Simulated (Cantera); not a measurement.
Charge: 1 mol c-C4F8, 0.012 mol F2, 15 mol H2, equilibrated at 2748.15 K.

Method: chemical equilibrium by Gibbs-energy minimisation in Cantera with the NASA 1993 tables (ideal gas, pure condensed phases). Candidate condensed phases: C, C6H6, C7H8, C8H18; 95 gas species. The feed counts by its element totals alone. Kinetics and transport are ignored.

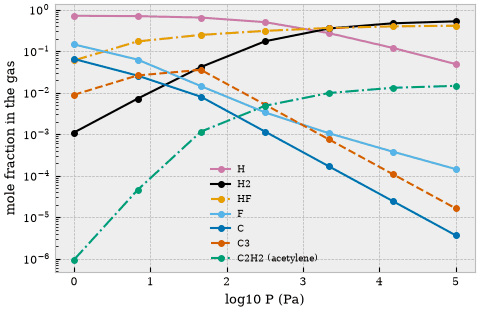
Figure. Equilibrium gas composition (values under 1e-9 drawn at 1e-9)

Problem. Read off the mole fractions at 0.345 Torr.

Solution. H about 0.65, HF about 0.25, H2 about 0.042, C3 about 0.036, F about 0.014, C about 0.0080, C2H2 (acetylene) about 0.0012.
